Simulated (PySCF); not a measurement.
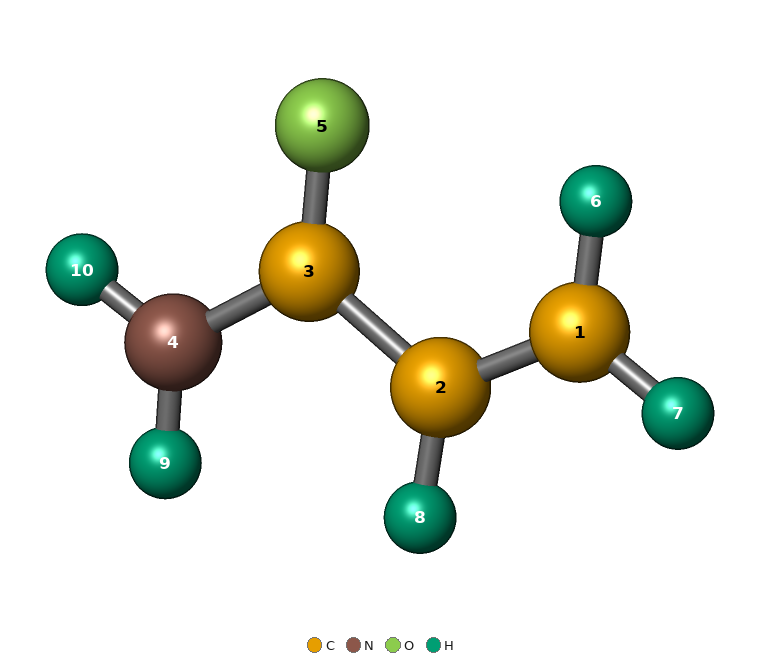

Numbered structure. The geometry was computed by an optimisation with PBE0-D3(BJ)/def2-SVP. No frequency run is at hand to confirm it as a minimum.

Which atoms are bonded, and how long are the bonds?

```tsv
bond	length (Å)	order
C1–C2	1.333	double
C1–H6	1.094	single
C1–H7	1.092	single
C2–C3	1.495	single
C2–H8	1.096	single
C3–N4	1.361	single
C3–O5	1.215	double
N4–H9	1.009	single
N4–H10	1.011	single
```
